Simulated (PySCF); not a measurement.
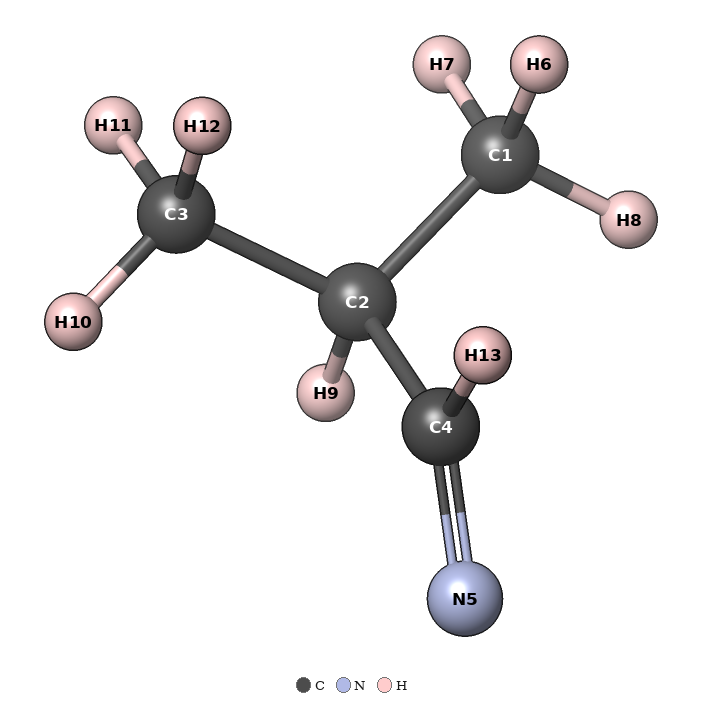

The species is neutral and a spin doublet. The computed structure is the end point of a PBE0-D3(BJ)/def2-SVP optimisation. No frequency run is at hand to confirm it as a minimum. Level of theory: UKS B3LYP, IGLO-III on C N, pcH-1 on H, non-relativistic (PySCF 2.14.0). Fermi-contact and spin-dipolar terms alone, no spin-orbit part.

### Which nucleus has the largest dipolar (anisotropic) hyperfine coupling?

14N at N5: principal values −45.7, −35.2, 80.9 MHz.

List the isotropic and dipolar parts for the most strongly coupled nuclei, one of each equivalent set.

```json
{"atom": "N5", "isotope": "14N", "a_iso (MHz)": "22.7", "dipolar part (MHz)": "−45.7, −35.2, 80.9"}
{"atom": "C2", "isotope": "13C", "a_iso (MHz)": "86.5", "dipolar part (MHz)": "−10.4, −9.3, 19.7"}
{"atom": "C4", "isotope": "13C", "a_iso (MHz)": "−62.1", "dipolar part (MHz)": "−17.9, 1.1, 16.8"}
{"atom": "H9", "isotope": "1H", "a_iso (MHz)": "−7.9", "dipolar part (MHz)": "−8.2, −1.6, 9.8"}
{"atom": "H13", "isotope": "1H", "a_iso (MHz)": "222.9", "dipolar part (MHz)": "−5.3, −4.3, 9.6"}
{"atom": "H8", "isotope": "1H", "a_iso (MHz)": "1.8", "dipolar part (MHz)": "−1.9, −1.5, 3.4"}
{"atom": "H6", "isotope": "1H", "a_iso (MHz)": "0.0", "dipolar part (MHz)": "−1.8, −0.9, 2.7"}
{"atom": "H7", "isotope": "1H", "a_iso (MHz)": "4.6", "dipolar part (MHz)": "−1.3, −0.8, 2.1"}
```
